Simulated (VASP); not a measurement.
Band structure of MoTe2 (2H layered). Level of theory: PW91 GGA, VASP's PBE PAW potentials (set 64) (plane waves; VASP).

Without a dispersion term in the relaxation, distances and binding between the weakly bound layers, chains or molecules are unreliable, and so is what depends on them. Unless said otherwise, spin-orbit coupling is left out, though it shifts the bands of the heavy elements here.

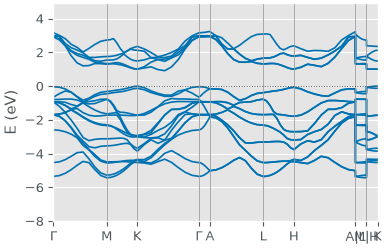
Fig. 1. Bands along high-symmetry lines, zero at the valence-band maximum or, without a gap, the Fermi level

**Question.** Read the plot: is there a gap, and where are the band edges?

**Answer.** The gap is indirect, 0.91 eV, from the valence maximum at K to the conduction minimum at K-Γ at 0.44. (Edges off the drawn lines would not show.)

Measured: gap 1.06 eV at 4 K (computed value off by -0.15 eV), as given by Desman Perdamaian Gulo et al., Physical Review Materials (2023), doi:10.1103/physrevmaterials.7.044001.

The compound is MoTe2 in the 2H layered structure. It was relaxed first, which changed the volume by +9 %.
